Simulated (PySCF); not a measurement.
## Electronic structure of C$_{5}$H$_{13}$PSi$_{2}$ (SMILES CP1CCC([SiH3])=C1[SiH3]) in real space

Input file:

```
{"job": {"kind": "nmr", "xc": "PBE0", "basis": "pcSseg-1"}, "charge": 0, "multiplicity": 1}
C      1.673621    -1.647072     0.971339
P      1.386850    -1.054683    -0.768503
C      1.979418     0.706049    -0.582767
C      0.854143     1.517114     0.063463
C     -0.447007     0.776813    -0.114327
Si    -2.044587     1.695226     0.289175
C     -0.349239    -0.496840    -0.511366
Si    -1.711471    -1.747259    -0.842628
H      1.146338    -2.588761     1.110430
H      2.739510    -1.820014     1.112273
H      1.316779    -0.921920     1.700613
H      2.188445     1.080994    -1.588639
H      2.910804     0.743172    -0.015711
H      0.791654     2.515691    -0.374816
H      1.032096     1.651900     1.135439
H     -2.673266     1.103197     1.473198
H     -2.955682     1.652244    -0.854856
H     -1.699937     3.089960     0.587561
H     -1.886484    -1.878076    -2.291609
H     -2.960015    -1.317466    -0.208683
H     -1.300890    -3.043325    -0.290059
```

Command:

```sh
OMP_NUM_THREADS=1 python probes_run.py task.json out
```

Geometry: GFN2-xTB.

Computed with PBE0/pcSseg-1, SCF density, gas phase, non-relativistic in PySCF 2.14.0.

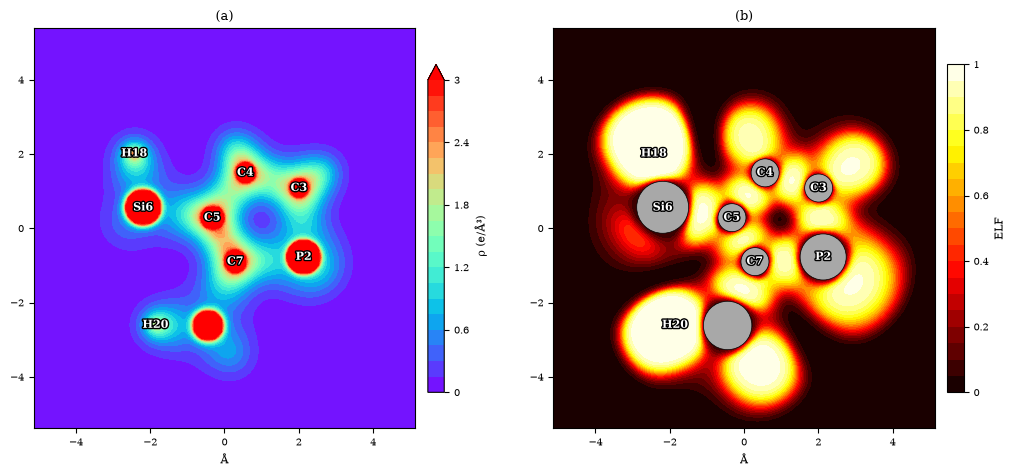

Figure 1. (a) electron density; (b) electron localisation function on the plane of atoms C5, Si6 and H18. Grey discs cover the atomic cores in the ELF map.

What do the fields say about this system?

Answer. The section cuts through P, C, Si and H sites. C–C (1.34 Å): the density is about 2.2 e/Å³ at the midpoint; the ELF peaks at about 0.90 between the atoms; a short, multiple covalent bond. C–P (1.84 Å): ρ at the midpoint is about 1.1 e/Å³; the ELF peaks at about 0.95 between the atoms (a shared electron pair). C–Si (1.89 Å): the density is about 0.93 e/Å³ at the midpoint; the ELF peaks at about 0.95 between the atoms (a shared electron pair). C–C (1.51 Å): the density is about 1.7 e/Å³ at the midpoint; the ELF peaks at about 0.95 between the atoms (localised, covalent bonding). Si–H (1.47 Å): ρ is about 0.8 e/Å³ halfway; the ELF climbs to about 1 towards the hydrogen, as it does in any bond to H. The ELF also peaks beside P2, away from the bonds: lone-pair regions.

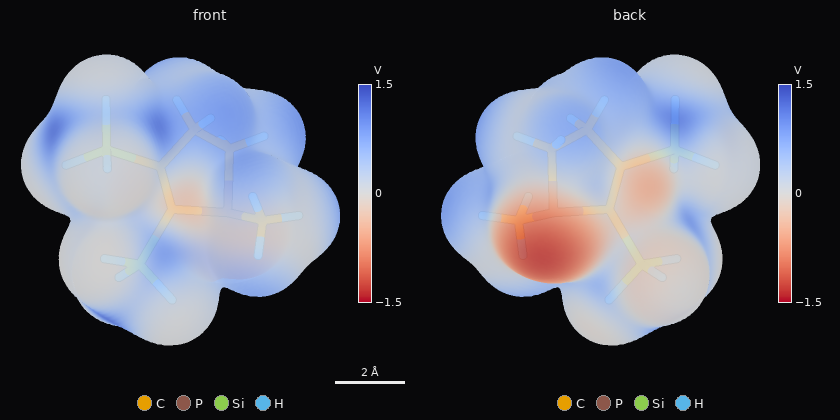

Figure 2. The molecular electrostatic potential painted on the density surface at 0.002 e/bohr³, seen from the front and from behind; red is negative and blue positive.

Describe the electrostatic potential map.

Answer. The most negative region (about −1.2 V, or −28 kcal/mol for a unit charge) lies over P2, the most positive (about +1.1 V, or +25 kcal/mol for a unit charge) over Si6 and Si8.

How polar is the molecule by this calculation?

Answer. Its dipole moment is 1.65 D.
